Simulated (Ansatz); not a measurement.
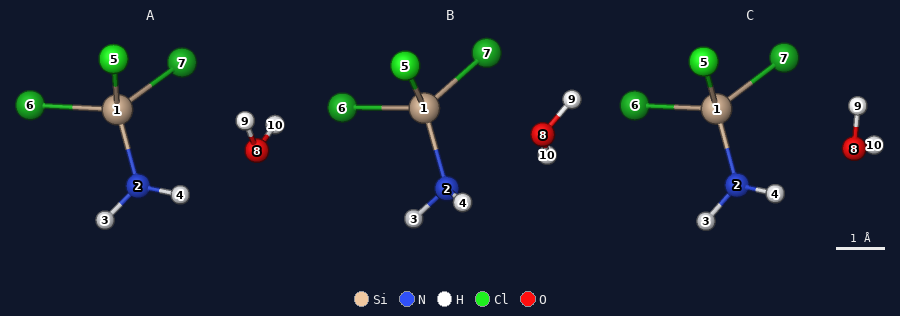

3 geometries from one relaxation of SiNH4OCl3, in shuffled order. Style: ball-and-stick. Shown at a tilt.

The run prepares an end point of a later path (reaction) calculation, from a guessed geometry.

Computed with RKS PBE0-D4/6-31G* (Ansatz). Settings: no spin polarisation; force threshold 0.03 eV/Å; at most 50 steps.

Put them in the order of the run, from the start to the converged end.

B, C, A. They are steps 0, 6, 19, at +0.229 eV, +0.045 eV relative to the last. The largest move after the best rigid fit is that of H9, 0.96 Å. Largest moves by element: H 0.96 Å, O 0.46 Å, Cl 0.33 Å, Si 0.21 Å, N 0.21 Å. Some distances before and after: Si1–N2 1.771 → 1.683 Å, Si1–Cl5 2.044 → 2.066 Å, Si1–Cl6 2.059 → 2.041 Å, O8–H10 0.984 → 0.967 Å. Bond angles that change, for instance: Si1–N2–H3 113.6° → 121.1°, Cl6–Si1–Cl7 105.0° → 109.7°, Cl5–Si1–Cl7 109.2° → 105.0°. Groups turn about Si1–N2 by about 30°. After 15 accepted moves (19 points after the start) the energy has fallen by 0.229 eV. The largest force component goes from 1.4 to 0.015 eV/Å. The line search rejected the trial steps at points 2, 7, 10, 14 of the run.
